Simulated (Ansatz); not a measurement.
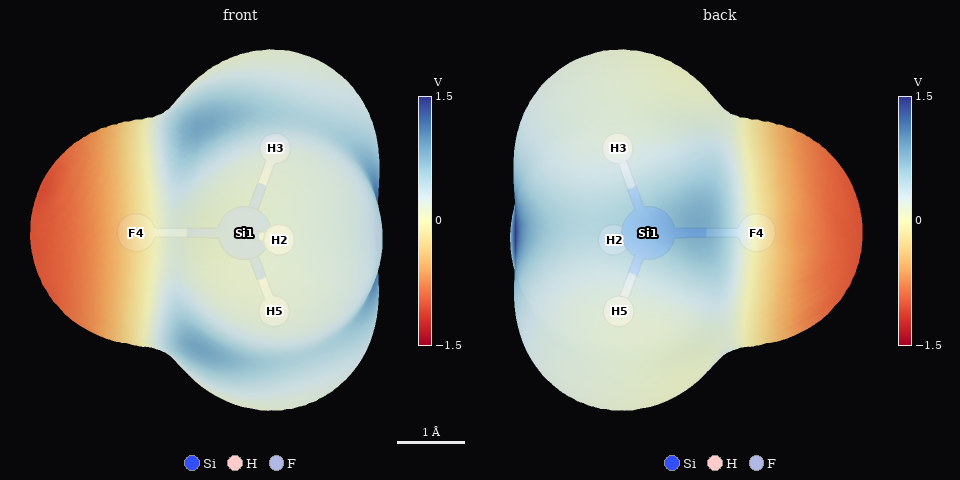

Figure 1: FH₃Si. The electrostatic potential painted on the density surface at 0.001 e/bohr³, seen from the front and from behind; the colour scale runs from red (negative) to blue (positive).

These are results of Ansatz, RKS PBE0-D4/def2-SVP, not measurements.

```tsv
atom	x (Å)	y (Å)	z (Å)
Si	0.0072	-0.0120	0.0052
H	-0.0049	0.0087	1.4941
H	1.4071	0.0087	-0.5022
F	-0.7586	1.3145	-0.5365
H	-0.7106	-1.2139	-0.5025
```

> Describe the electrostatic potential map.

The most negative region (about −1.0 V) lies over F4, the most positive (about +1.4 V) over Si1.
